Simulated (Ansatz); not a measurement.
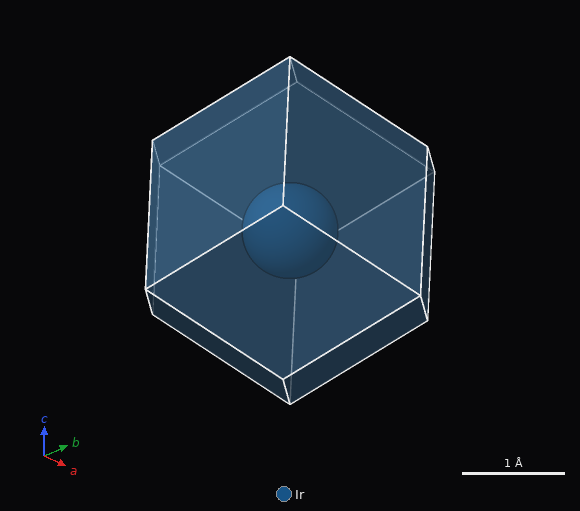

Voronoi cell (the region closer to this atom than to any other), computed from the atomic positions without radii. Central atom: Ir (4a) in Ir; faces take the colour of the neighbour behind them. Source: coordinates from a relaxation with Ansatz, DFT, PAW plane waves, r2scan.

Ir, space group Fm-3m (No. 225), a = 3.844 Å, b = 3.844 Å, c = 3.844 Å, α = 90.00°, β = 90.00°, γ = 90.00°

| site | Wyckoff | x | y | z |
| --- | --- | --- | --- | --- |
| Ir | 4a | 0.0000 | 0.0000 | 0.0000 |

What is the volume of this Voronoi cell?

Answer. 14.2 Å³, equal to the mean volume per atom.

Tabulate the neighbours by distance and solid angle.

Answer.
| neighbour | faces | distance (Å) | solid angle (% of sphere) |
| --- | --- | --- | --- |
| Ir | 12 | 2.72 | 100.0 |
